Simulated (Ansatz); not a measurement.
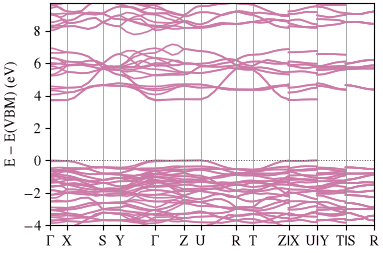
*Band structure from DFT-r²SCAN in the program Ansatz with PAW potentials*

Problem. Read off the gap and where the band edges lie.

Solution. About 3.7 eV (3.69 eV by a search for the band edges); maximum at Γ, minimum at Γ.

Problem. Which of these materials gives this?
(A) TlF3, Pnma (Tl on 4c, F on 8d, F on 4c)
(B) ZnSeO3, Pbca (Pearson symbol oP40)
(C) TaAsO5, Pnma (Pearson symbol oP28)
(D) Ta2O5, Pmmn (Ta on 4e, O on 4e, O on 4e, O on 2a)

Solution. C, TaAsO5, Pnma (Pearson symbol oP28)

The first step of the workflow began from a Materials Project structure, measured or hypothetical; the Crystallography Open Database copy checked does not list it. Whether it is the stable phase at ambient conditions was not checked. The r²SCAN relaxation kept the symmetry of its start; whether a distortion lowers the energy is not shown. The run is not spin-polarised. Scalar-relativistic: spin–orbit coupling is off unless named, which matters more the heavier the elements.

Potentials: the later of the program's two PAW sets.
